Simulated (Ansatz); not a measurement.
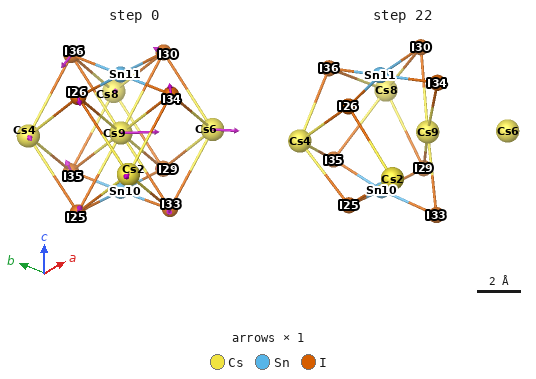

The structure of a defect cell of composition Cs9Sn8I23 before (left) and after (right) a relaxation, at one scale. The purple arrows give the displacements, at their true length.

Style: ball-and-stick. Shown: the atoms within 5.0 Å of the atom that moves most (axes of the cell of the calculation (origin shifted)), from a free direction.

The atoms of the start lie slightly off their symmetric places, so part of the fall in energy undoes that.

Computed with DFT, PBEsol, PAW, plane waves (Ansatz 0.2.0). Set-up: plane-wave cutoff 420 eV; k-point mesh 1 × 1 × 1; mesh shifted by (0.25, 0.25, 0.25); collinear spin; atoms relaxed in a fixed cell; force threshold 0.03 eV/Å; at most 80 steps.

Question: What changed between the two?

Answer: The atom that moves furthest is Cs9 (1.83 Å along [1 −1 0]). Largest moves by element: Cs 1.83 Å, I 1.03 Å, Sn 0.41 Å. The cell stays as it was. Some distances before and after: Cs6–I30 4.335 → 5.728 Å, Cs9–I36 4.388 → 5.572 Å, Cs6–I29 4.340 → 5.515 Å, Cs9–I35 4.401 → 5.457 Å. Bonds break, among them: Cs6–I30 (4.33 → 5.73 Å). Bond angles that change, for instance: I30–Cs9–I33 119.7° → 170.0°, I29–Cs9–I34 119.8° → 168.6°, I33–Cs9–I34 89.8° → 124.5°. After 22 geometry steps the energy has fallen by 1.565 eV per cell of the calculation. The largest force component goes from 1.7 to 0.021 eV/Å. The program noted that the starting moments weren't kept. The run took 28 s on 1 × NVIDIA GB200 with 8 threads of Arm Neoverse-V2, peak memory 2.4 GiB.
